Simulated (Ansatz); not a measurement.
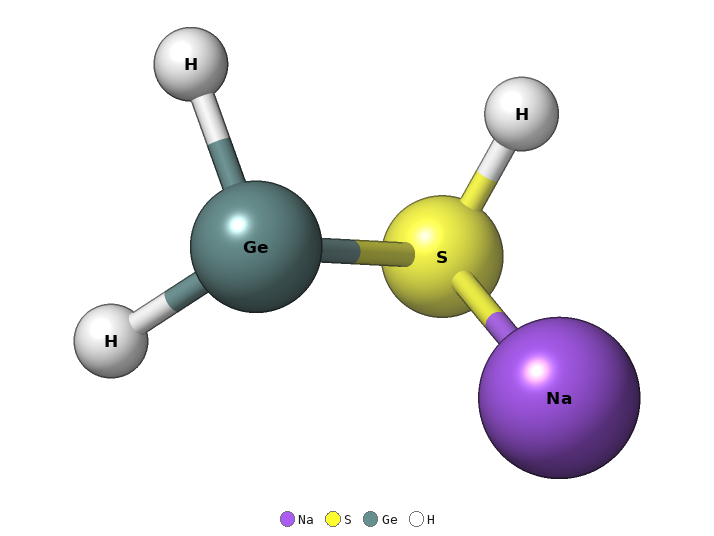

Every bond is drawn as one stick, whatever its order.

The geometry was computed by an optimisation with PBE0-D4/def2-TZVP. No frequency run is at hand to confirm it as a minimum.

What does the picture show?

It has 6 atoms: 1 germanium, 3 hydrogen, 1 sodium and 1 sulfur (GeH3NaS). The point group is C1. Coordination: 1 S trigonal pyramidal; 1 Ge trigonal pyramidal.

More results for the same structure follow; atom numbers are the same in all pictures, views and colours differ.

Shape

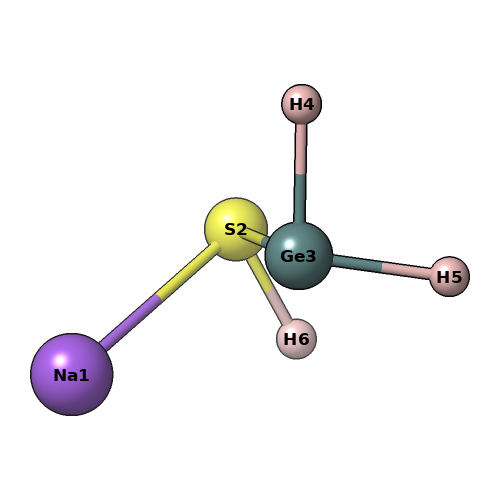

S2 lies behind Ge3. The molecule seen a little off the Ge3–S2 bond, Ge3 in front. Depth is shown by fading: the farther an atom, the more it takes the colour of the background. No frequency run is at hand to confirm it as a minimum.

> What is the torsion angle H4–Ge3–S2–Na1? The sign is positive where the front bond must turn clockwise to cover the back bond.

−122°, anticlinal.

Dipole moment

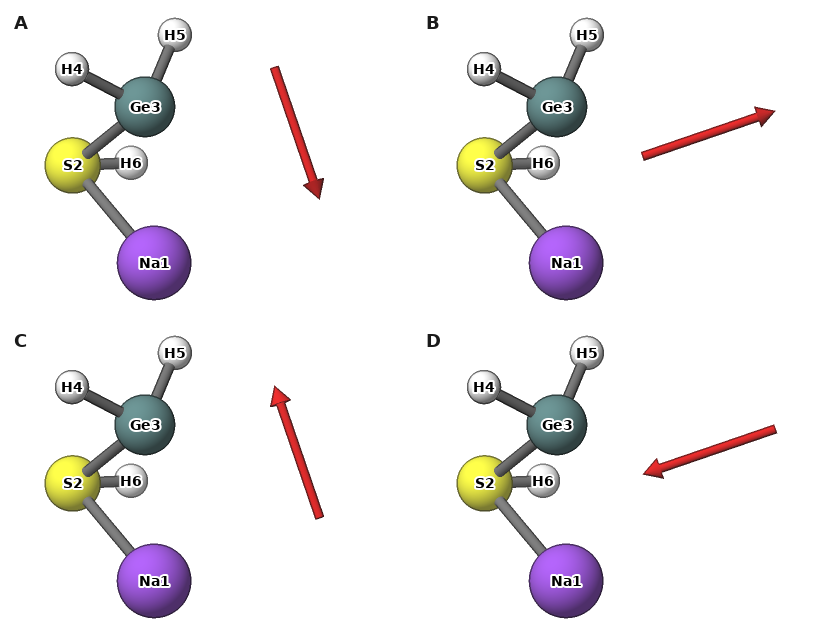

The same molecule four times, each with an arrow. No frequency run is at hand to confirm it as a minimum. Properties computed with RKS PBE0-D4/def2-TZVP (Ansatz 0.2.0).

> Which arrow points along the dipole moment, from the negative to the positive end?

A. The dipole moment is 7.38 D; it points from the side of H4, H5 to the side of Na1 (the outermost atoms at the two ends).

Charges

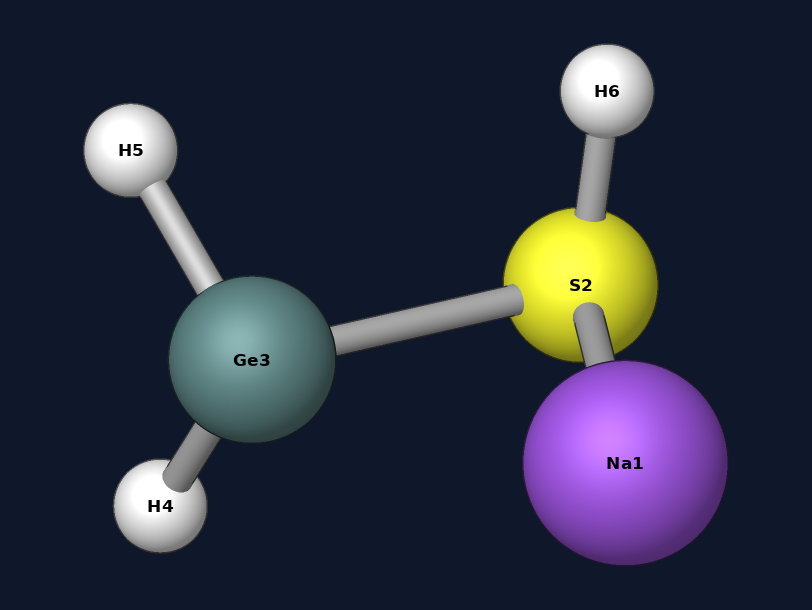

The questions are on Mulliken charges. No frequency run is at hand to confirm it as a minimum. Level of theory: RKS PBE0-D4/def2-TZVP (Ansatz 0.2.0).

> Which atom carries the highest charge (most positive or least negative)?

Na1 (0.58 e).

> And the lowest?

S2 (−0.46 e).

List the Mulliken charges.

```tsv
atom	value (e)
Na1	0.58
S2	−0.46
Ge3	−0.23
H4	−0.03
H5	−0.03
H6	0.16
```

Electronic properties

No frequency run is at hand to confirm it as a minimum. Properties computed with RKS PBE0-D4/def2-TZVPP (Ansatz 0.2.0).

> Give the HOMO energy (Kohn–Sham orbital) at this level.

−5.19 eV.

> What is the HOMO–LUMO gap?

3.64 eV.

Mulliken values depend strongly on the basis set and can even reverse the polarity of a bond.
